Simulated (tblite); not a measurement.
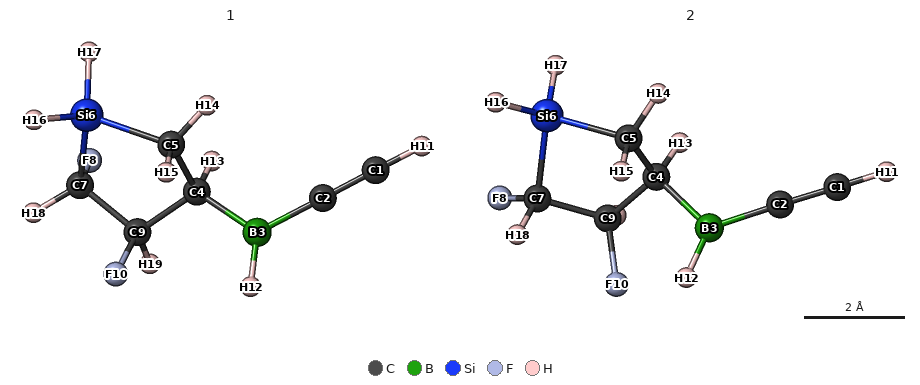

Two geometries of C6H9BF2Si, drawn at one scale. One is the start of a relaxation, the other its converged end. Style: ball-and-stick. Shown at a tilt.

These are results of GFN2-xTB geometry optimisation, gas phase in tblite 0.8.0, not measurements. 

> Which of the two is the end point?

Structure 1 is the relaxed one. After 101 geometry steps the energy has fallen by 0.947 eV. The atom that moves furthest after the best rigid fit is F8 (1.35 Å). By element the largest moves are F 1.35 Å, H 1.29 Å, C 0.42 Å, B 0.18 Å, Si 0.18 Å. Among the contacts that change: C4–C5 1.483 → 1.551 Å, C4–C9 1.463 → 1.528 Å, Si6–C7 1.866 → 1.927 Å, C7–C9 1.492 → 1.531 Å. Bond angles that change, for instance: B3–C4–C9 105.3° → 116.4°, Si6–C7–H18 109.2° → 117.0°, C5–C4–C9 114.0° → 107.0°. Groups turn about C7–C9 by about 55°, Si6–C7 by about 45°, C4–C9 by about 40°.
